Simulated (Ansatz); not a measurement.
## Electronic structure of H2Si···HBr in real space

Input

```
crystal:
  periodic: [false, false, false]
  atoms:
    - {symbol: Si, position_ang: [0.375586, 1.076258, 0.222534]}
    - {symbol: Br, position_ang: [-0.549776, -1.253241, -0.559354]}
    - {symbol: H, position_ang: [-0.986041, -0.893950, -1.869356]}
    - {symbol: H, position_ang: [-0.413645, 0.799751, 1.496251]}
    - {symbol: H, position_ang: [1.573876, 0.271083, 0.709925]}
basis:
  gaussian: {orbitals: def2-TZVPP}
hamiltonian: {xc: pbe0, dispersion: d4}
output: {orbitals: {seedname: orbitals}}
```

Launched as:

```sh
ansatz run in.yaml --threads 2 --pin off --events-out ev --progress --plain --max-ram 4352MiB
```

The product side of a reaction path; geometry: PBE0-D4/def2-TZVP.

Theory: RKS PBE0-D4/def2-TZVPP (Ansatz 0.2.0).

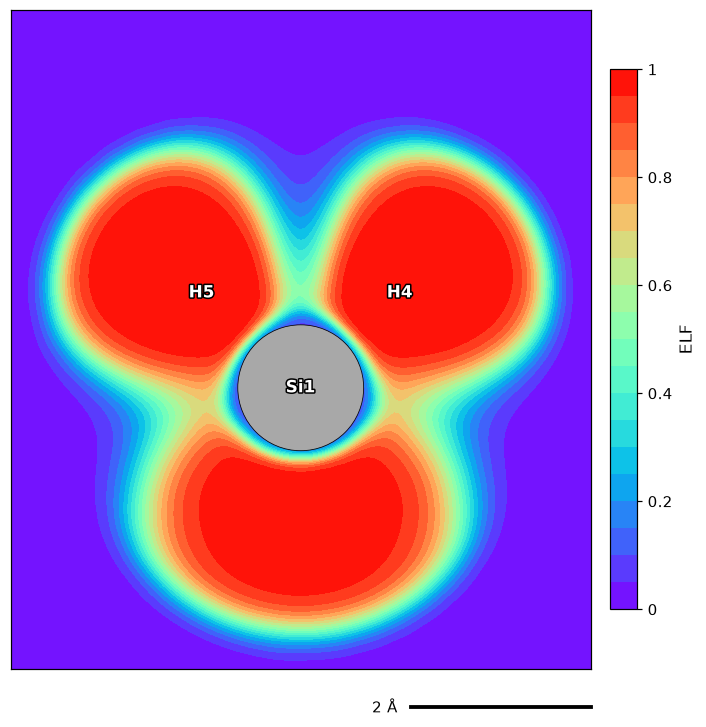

Figure 1. Electron localisation function on the plane of atoms H4, Si1 and H5. Grey discs cover the atomic cores.

Q: Read the bonding off the picture.

A: The plane passes through Si and H nuclei. Si–H (1.52 Å): the ELF climbs to about 1 towards the hydrogen, as it does in any bond to H. The ELF also peaks beside Si1, away from the bonds: lone-pair regions.

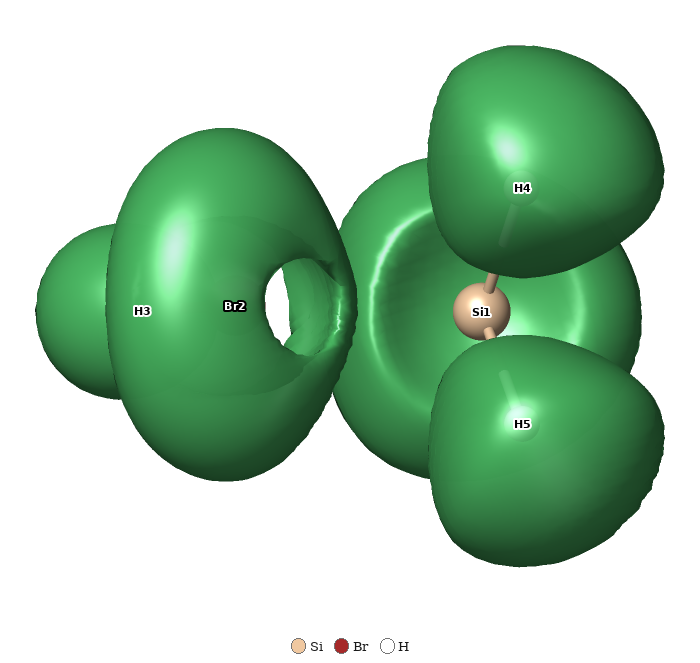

Figure 2. Isosurface of the ELF at 0.75 (green), seen across its widest extent. Only the valence region is drawn (cores and ρ < 0.01 e/Å³ removed).

Q: Where are the electrons localised?

A: At this value the surface marks out three regions around hydrogen nuclei, one lobe on Si, pointing away from the bonds (lone pairs) and one region wrapped around Br (its lone pairs, merged into a ring or cap). Along the contacts the grid gives the following. Si1···Br2 (2.63 Å): the ELF peaks at about 0.85 in the valence shell of Br, 1.0 Å from its nucleus, and is about 0.65 at the midpoint. Br–H (1.43 Å): the ELF climbs to about 1 towards the hydrogen.

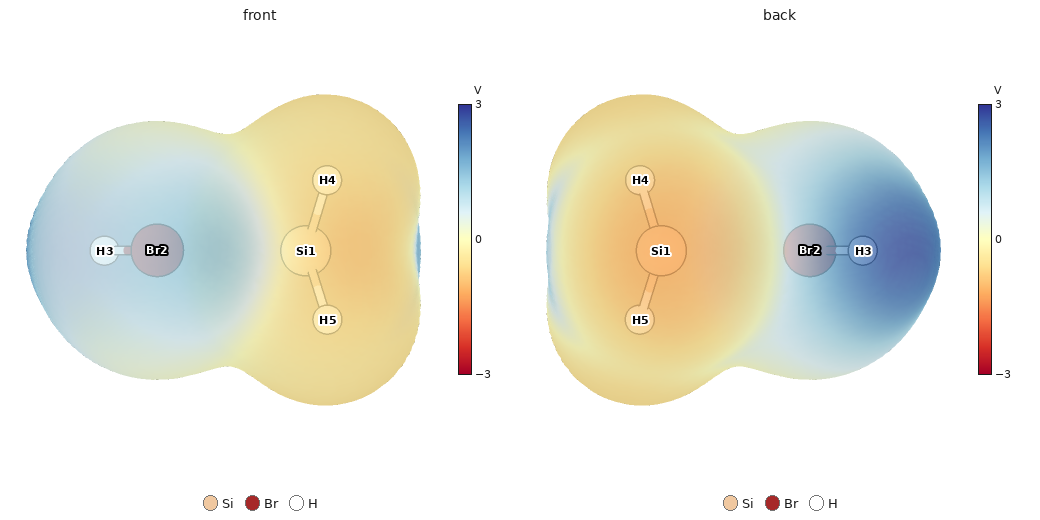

Figure 3. The molecular electrostatic potential painted on the density surface at 0.002 e/bohr³, seen from the front and from behind; the colour scale runs from red (negative) to blue (positive).

Q: Describe the electrostatic potential map.

A: The most negative region (about −1.1 V) lies over Si1, the most positive (about +2.7 V) over H3. Br2 shows a σ-hole: about +1.4 V at the tip opposite its bond, against about +0.3 V on its flanks.

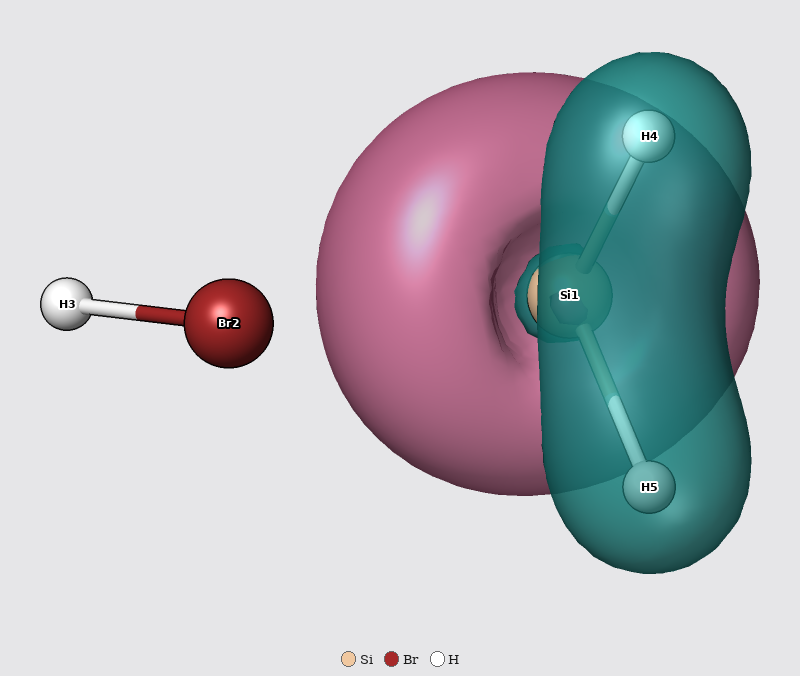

Figure 4. The HOMO at ±0.15 Å⁻³ᐟ² (teal and pink are the two phases), seen across its widest extent.

Q: Where does this orbital lie, and at what energy?

A: It lies mainly on Si1 (about 75 %), H4 (about 10 %) and H5 (about 10 %). Its energy is −6.16 eV.
